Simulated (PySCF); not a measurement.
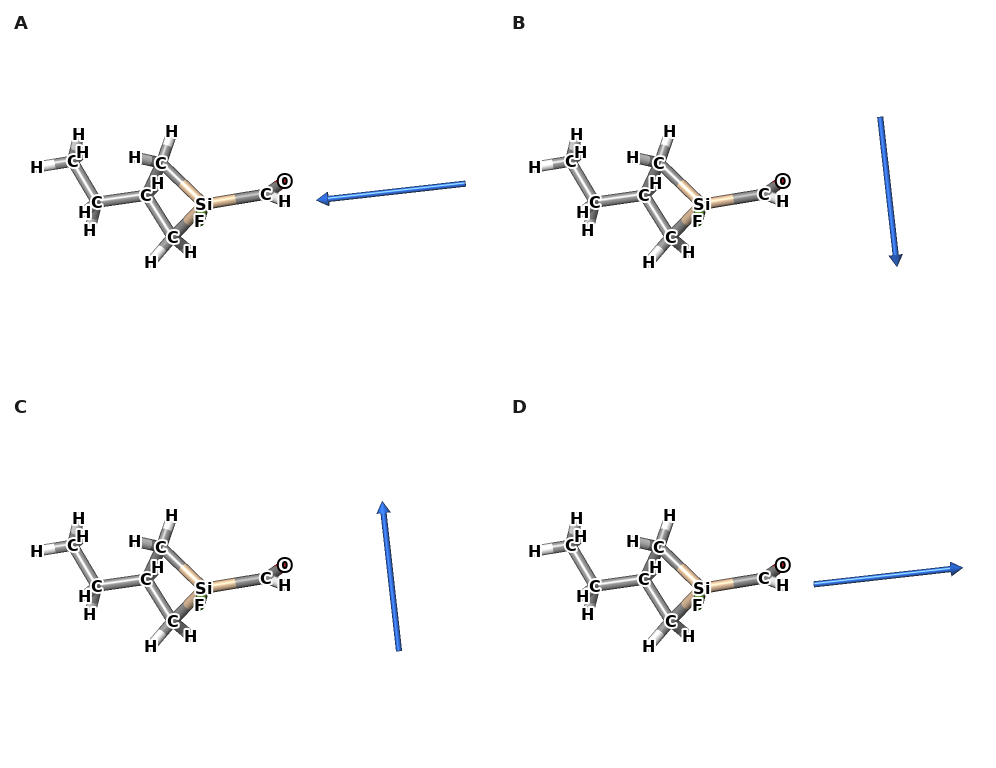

The same molecule four times, each with an arrow. The computed structure is the end point of a GFN2-xTB optimisation. No frequency run is at hand to confirm it as a minimum. Properties computed with PBE0/pcSseg-1, gas phase (PySCF 2.14.0).

> Which arrow points along the dipole moment, from the negative to the positive end?

A. The dipole moment is 1.72 D.

The geometry is semi-empirical. Around Si such bond lengths and angles can be off by a tenth of an ångström or more and by several degrees, and values that hang on the shape move with them.
